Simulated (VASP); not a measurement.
Consider the following.

```xyz
4
Lattice="3.1053 0.0000 0.0000 -1.5527 2.6893 0.0000 0.0000 0.0000 4.9753" Properties=species:S:1:pos:R:3 pbc="T T T"
Al     0.0000     1.7928     4.9587
Al     1.5527     0.8964     2.4710
N      0.0000     1.7928     1.8824
N      1.5527     0.8964     4.3700
```

Method: r2SCAN meta-GGA, VASP's PBE PAW potentials (set 64) (plane waves; VASP). Settings: 520 eV cut-off, 11×11×6 Γ-centred mesh, tetrahedra with Blöchl corrections, potentials Al N.

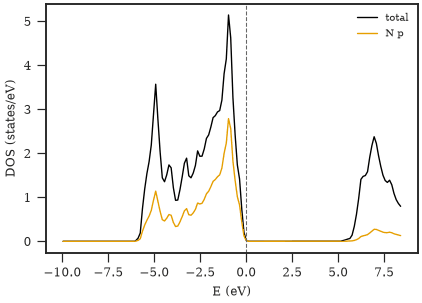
Figure: Total and projected density of states, zero at the valence-band maximum

Within 2 eV below the valence-band maximum the largest weight inside VASP's projection spheres is N p.

The gap is direct, 4.93 eV, from the valence maximum at Γ to the conduction minimum at Γ.

The structure was generated: AlN was put into the wurtzite type (P6_3mc), which need not be its known phase. It was relaxed first.
